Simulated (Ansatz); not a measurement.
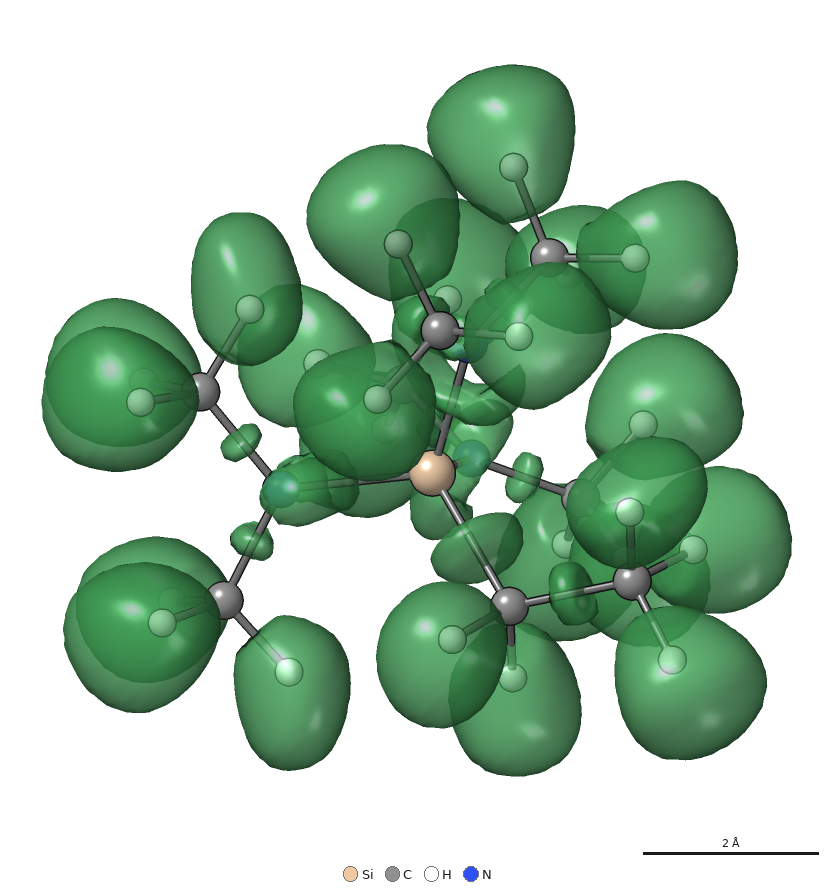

The picture shows: C$_{8}$H$_{23}$N$_{3}$Si (SiEt(NMe2)3). Isosurface of the electron localisation function at 0.85 (green), seen from one side. Only the valence region is drawn (cores and ρ < 0.01 e/Å³ removed).

Geometry: PBE-D4/def2-SVP; not at a stationary point (largest force 0.6 eV/Å).

These are results of RKS PBE0-D4/def2-TZVP (Ansatz 0.2.0), not measurements.

Input file:

```
crystal:
  periodic: [false, false, false]
  atoms:
    - {symbol: Si, position_ang: [-0.152207, 0.097871, 0.205335]}
    - {symbol: C, position_ang: [-0.072226, 0.090611, 2.106330]}
    - {symbol: C, position_ang: [1.133687, -0.668193, 2.683788]}
    - {symbol: H, position_ang: [-1.023429, -0.302982, 2.528183]}
    - {symbol: H, position_ang: [-0.026169, 1.156206, 2.421979]}
    - {symbol: H, position_ang: [1.169282, -0.608547, 3.791831]}
    - {symbol: H, position_ang: [1.119306, -1.745750, 2.416471]}
    - {symbol: H, position_ang: [2.090918, -0.260934, 2.298400]}
    - {symbol: N, position_ang: [1.450065, 0.128155, -0.520758]}
    - {symbol: C, position_ang: [2.347362, 1.242467, -0.296691]}
    - {symbol: C, position_ang: [2.079194, -1.032819, -1.109548]}
    - {symbol: H, position_ang: [3.193490, 0.984793, 0.390058]}
    - {symbol: H, position_ang: [1.798355, 2.096810, 0.149651]}
    - {symbol: H, position_ang: [2.807161, 1.604333, -1.249054]}
    - {symbol: H, position_ang: [1.337600, -1.844778, -1.242968]}
    - {symbol: H, position_ang: [2.515365, -0.802587, -2.113000]}
    - {symbol: H, position_ang: [2.914213, -1.436791, -0.481951]}
    - {symbol: N, position_ang: [-0.928801, 1.576339, -0.333346]}
    - {symbol: C, position_ang: [-2.094433, 2.099485, 0.347521]}
    - {symbol: C, position_ang: [-0.672648, 2.199739, -1.614435]}
    - {symbol: H, position_ang: [-2.001453, 3.195710, 0.541779]}
    - {symbol: H, position_ang: [-2.240374, 1.601607, 1.327034]}
    - {symbol: H, position_ang: [-3.035908, 1.954241, -0.239486]}
    - {symbol: H, position_ang: [0.203863, 1.726041, -2.098171]}
    - {symbol: H, position_ang: [-1.541040, 2.110627, -2.315418]}
    - {symbol: H, position_ang: [-0.460216, 3.291696, -1.507806]}
    - {symbol: N, position_ang: [-1.014504, -1.332988, -0.336345]}
    - {symbol: C, position_ang: [-1.066837, -2.586710, 0.382729]}
    - {symbol: C, position_ang: [-1.526548, -1.410130, -1.689277]}
    - {symbol: H, position_ang: [-2.104545, -2.999446, 0.401387]}
    - {symbol: H, position_ang: [-0.746280, -2.456991, 1.434750]}
    - {symbol: H, position_ang: [-0.415615, -3.379623, -0.067563]}
    - {symbol: H, position_ang: [-1.543241, -0.405383, -2.156168]}
    - {symbol: H, position_ang: [-0.921235, -2.080177, -2.351948]}
    - {symbol: H, position_ang: [-2.572139, -1.801893, -1.703303]}
basis:
  gaussian: {orbitals: def2-TZVP, fitting: {mean_field: def2-universal-jkfit}, initial_orbitals: start.molden}
hamiltonian: {xc: pbe0, dispersion: d4}
scf: {omitted_lower_state_checks: [starts]}
output: {forces: true, orbitals: {seedname: orbitals}}
```

Run with:

```sh
ansatz run in.yaml --threads 2 --pin off --events-out ev --progress --plain --max-ram 22528MiB --backend cuda --devices 0, --max-vram 18GiB
```

Question: What do the ELF domains correspond to?

Answer: At this value the surface marks out one region between bonded C–C atoms (shared pairs), six regions between bonded C–N atoms (shared pairs), one region between bonded C–Si atoms (shared pairs), three regions between bonded N–Si atoms (shared pairs) and 23 regions around hydrogen nuclei.

Values along the shortest contacts:
C–N (1.45 Å): the ELF peaks at about 0.90 between the atoms (a shared electron pair). C–C (1.54 Å): the ELF peaks at about 0.95 between the atoms: a shared electron pair.
